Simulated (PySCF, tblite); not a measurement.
# ClFH₆NPSi₂, a small molecule taken as a stand-in for a surface group (Si site with back bonds Cl, N, [PH][SiH3]): NMR shifts, core binding energies and electronic excitations

What NMR shifts, core binding energies and electronic excitations should one expect for `N[Si](F)(Cl)P[SiH3]`?

Computed with tblite 0.8.0 and PySCF 2.14.0; each step states its level. No surroundings beyond the atoms listed, unless a continuum is named. Atoms count from 0, parts from 1.

## Step 1: The system as given

12 atoms, charge 0, multiplicity 1; geometry: distance geometry start.

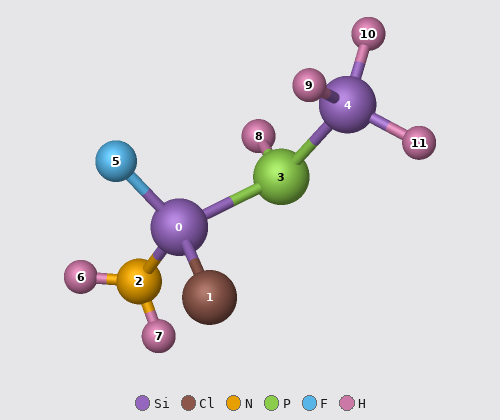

The starting geometry (silicon purple, chlorine brown, nitrogen amber, phosphorus green, fluorine blue, hydrogen pink), atoms numbered.

## Step 2: Relaxing the cluster with GFN2-xTB

The job: settings as JSON, then the geometry in Å.

```
{"job": {"kind": "relax", "xc": "GFN2-xTB", "basis": "xTB"}, "charge": 0, "multiplicity": 1}
Si     1.159948    -0.366660    -0.252885
Cl     0.921535    -2.397209    -0.619227
N      2.560179    -0.110714     0.783071
P     -0.536997     0.397090     0.932541
Si    -2.480306     0.249297    -0.029610
F      1.377654     0.484783    -1.695747
H      3.390551     0.254951     0.288391
H      2.761598    -0.898749     1.410571
H     -0.259502     1.746331     1.279540
H     -2.414991    -0.083711    -1.447556
H     -3.231266     1.500172     0.101996
H     -3.280663    -0.783000     0.646025
```

Method: GFN2-xTB geometry optimisation, gas phase.

Launch:

```bash
$ OMP_NUM_THREADS=1 python cluster_run.py task.json out
```

This one command runs all jobs of the session in turn.

**Question.** The jobs that follow are: PBE0-D3(BJ)/def2-SVP geometry optimisation, gas phase; GIAO PBE0/pcSseg-1 NMR shielding, non-relativistic, gas phase; delta-SCF UKS SCAN, pcX-2 on the ionised atom, pcseg-1 elsewhere, spin-free X2C; TDDFT CAM-B3LYP/def2-SVPD, vertical, gas phase, core orbitals frozen in the response. Predict: point group; rotational constants (main isotopes); $^{1}$H shifts against TMS (PBE0/pcSseg-1); $^{29}$Si shifts against TMS (PBE0/pcSseg-1); $^{35}$Cl shifts against HCl (PBE0/pcSseg-1); $^{15}$N shifts against NH3 (PBE0/pcSseg-1); $^{31}$P shifts against H3PO4 (PBE0/pcSseg-1); $^{19}$F shifts against CFCl3 (PBE0/pcSseg-1); Si2p binding energies, SCAN/pcX-2 (standing for 1 of 2 atoms); Cl2p binding energies, SCAN/pcX-2; N1s binding energies, SCAN/pcX-2; P2p binding energies, SCAN/pcX-2; F1s binding energies, SCAN/pcX-2; lowest singlet (CAM-B3LYP/def2-SVPD); brightest single state of those computed; lowest triplet; vertical ionisation energy (ΔSCF).

The runs gave:

```
                                                     quantity                                   value
                                                  point group                                      C1
                         rotational constants (main isotopes)                    1.87, 1.10, 0.91 GHz
                   $^{1}$H shifts against TMS (PBE0/pcSseg-1)  4.46, 4.14, 4.06, 1.48, 1.45, 1.34 ppm
                 $^{29}$Si shifts against TMS (PBE0/pcSseg-1)                          9.3, -75.8 ppm
                 $^{35}$Cl shifts against HCl (PBE0/pcSseg-1)                                 133 ppm
                  $^{15}$N shifts against NH3 (PBE0/pcSseg-1)                                46.8 ppm
                $^{31}$P shifts against H3PO4 (PBE0/pcSseg-1)                              -298.4 ppm
                $^{19}$F shifts against CFCl3 (PBE0/pcSseg-1)                              -125.1 ppm
Si2p binding energies, SCAN/pcX-2 (standing for 1 of 2 atoms)                           Si0 108.76 eV
                            Cl2p binding energies, SCAN/pcX-2                           Cl1 206.41 eV
                             N1s binding energies, SCAN/pcX-2                            N2 405.33 eV
                             P2p binding energies, SCAN/pcX-2                            P3 136.53 eV
                             F1s binding energies, SCAN/pcX-2                            F5 692.35 eV
                         lowest singlet (CAM-B3LYP/def2-SVPD)             6.48 eV (191 nm), f = 0.006
                     brightest single state of those computed             state 2, 6.68 eV, f = 0.079
                                               lowest triplet                                 5.64 eV
                            vertical ionisation energy (ΔSCF)                                 9.74 eV
```

What this shows: The start of the PBE0/def2-SVP relaxation was shaken at random by about 0.01 Å, so part of the energy gained, and of the first lengths quoted, undoes that. Relaxing lowered the energy by 0.201 eV in 8 steps; the close pair that moved most is Si0–Cl1, from 2.008 to 2.076 Å (PBE0/def2-SVP). No frequency check was run at this level, so the end point may be a saddle. Hydrogens of an XH3 group are listed apart at this fixed geometry; free rotation makes them one line at their mean. At PBE0/pcSseg-1: The largest span, 287 ppm, is at Cl1, where the paramagnetic term is -339 ppm. The lowest singlet, at 6.48 eV, is HOMO→LUMO+2 0.63, HOMO→LUMO+1 0.23 and is weak; of the 6 states computed, the strongest absorption comes from state 2 at 6.68 eV. The lowest triplet lies 0.84 eV below the lowest singlet (triplets in Tamm-Dancoff, singlets in full TDDFT). ΔSCF puts the ionisation energy at 9.74 eV, 0.72 eV above −ε(HOMO). A capped cluster stands for the solid here, so long-range fields and strain are missing, and bands or shifts of the capping hydrogens have no counterpart in it.
